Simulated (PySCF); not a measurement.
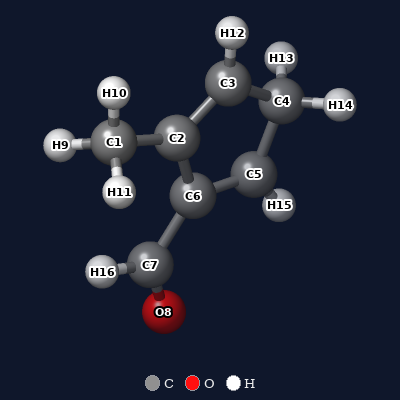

Geometry used (C₇H₈O, SMILES CC1=CCC=C1C=O).

GIAO shifts, PBE0/pcSseg-1, PySCF 2.14.0, at a GFN2-xTB geometry (no frequency check), against TMS for ¹H and H₂O for ¹⁷O computed at the same level (¹⁷O: a single water molecule, while the usual scale starts at liquid water and gives values some tens of ppm lower). Gas phase, fully decoupled, line heights follow the number of nuclei, widths are arbitrary (no quadrupolar broadening); values of one conformer, averaged over methyl-type rotors and exact or near symmetry; other conformers aren't averaged in.

Q: Predict the ¹H spectrum.

A: 5 signals.


| δ (ppm) | nuclei | atoms |
| --- | --- | --- |
| 10.32 | 1 | H16 |
| 7.82 | 1 | H15 |
| 6.35 | 1 | H12 |
| 3.20 | 2 | H13, H14 |
| 2.44 | 3 | H9, H10, H11 |

Q: Which ¹⁷O signals does it give?

A: 1 signal.


```csv
δ (ppm),nuclei,atoms
683.7,1,O8
```

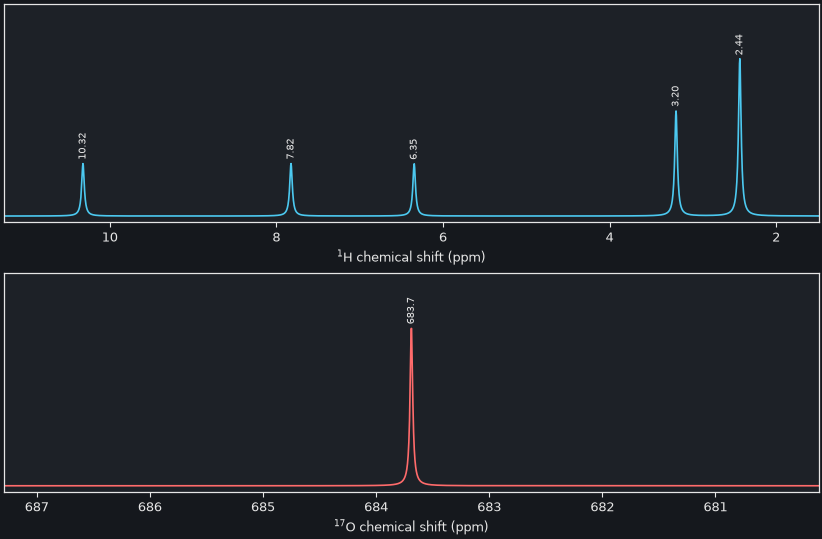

Note: the tight-binding geometry is rougher than a DFT one and adds to the error.
